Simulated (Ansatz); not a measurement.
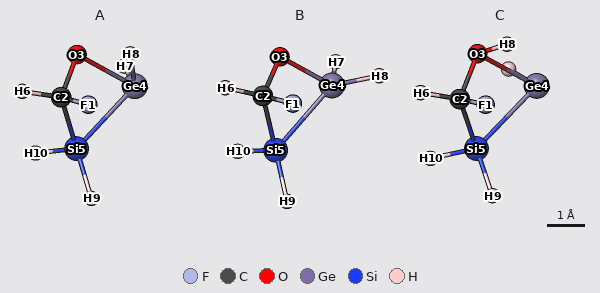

3 geometries from a converged minimum-energy path of CH$_{5}$FGeOSi, shuffled. The picture is a ball-and-stick view, seen from a free direction.

Method: Ansatz 0.2.0, RKS PBE-D4/def2-SVP. Set-up: 9 movable images; climbing image; force threshold 0.05 eV/Å; iteration limit 33; starting path through a guess of the saddle point.

**Which of them lies highest in energy?**

A. In order along the path, whose images run from 0 to 10: B (image 1, +0.03 eV), A (image 4, +2.03 eV), C (image 7, +0.90 eV). A hydrogen atom shifts from one atom to another. Breaking: Ge4–H8 (1.55 → 1.63 at the top → 2.96 Å). Forming: O3–H8 (2.83 → 1.45 at the top → 0.98 Å).
